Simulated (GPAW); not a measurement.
Band structure of ZrN (Fm-3m, 2 atoms in the cell).

```xyz
2
Lattice="0.0000 2.3399 2.3399 2.3399 0.0000 2.3399 2.3399 2.3399 0.0000" Properties=species:S:1:pos:R:3 pbc="T T T"
Zr     2.3399     2.3399     2.3399
N      0.0000     0.0000     0.0000
```

Level of theory: PBE, GPAW PAW datasets PBE (gpaw-data 1.0.1) (plane waves; GPAW).

Settings: mode = pw; ecut = 900 eV; xc = PBE; kpts = 8 8 8; mesh shift (steps) = 0 0 0; occupations.name = fermi-dirac; occupations.width = 0.05 eV; nbands = -6; convergence.density = 1e-05 e/electron; convergence.energy = 1e-05 eV/electron; symmetry.symmorphic = false; symmetry.tolerance = 0.0005; maxiter = 100; bandpath_npoints = 40.

The starting cell comes from a database of computed structures (which also holds hypothetical and non-ambient phases and stackings), without a prior relaxation at this level. Its lattice was rescaled by a random factor within 2.5 % of one.

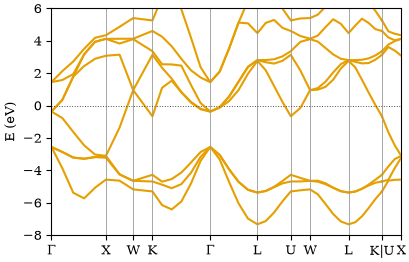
Figure. Bands along the path, energies from the Fermi level.

Levels in eV from the Fermi level, bands 5 to 12:
| point | 5 | 6 | 7 | 8 | 9 | 10 | 11 | 12 |
|---|---|---|---|---|---|---|---|---|
| Γ | -15.99 | -2.56 | -2.56 | -2.56 | -0.37 | -0.37 | -0.37 | 1.45 |
| X | -15.39 | -4.57 | -3.22 | -3.11 | -3.11 | 3.07 | 4.12 | 4.12 |
| W | -14.90 | -5.18 | -4.65 | -4.65 | 0.95 | 0.95 | 4.10 | 4.13 |
| K | -14.93 | -5.30 | -4.69 | -4.28 | -0.66 | 3.13 | 3.35 | 4.60 |
| L | -14.06 | -7.33 | -5.37 | -5.37 | 2.75 | 2.81 | 2.81 | 4.47 |
| U | -14.93 | -5.30 | -4.69 | -4.28 | -0.66 | 3.13 | 3.35 | 4.60 |

Bands cross the Fermi level along this path, so the cell is metallic at this level.
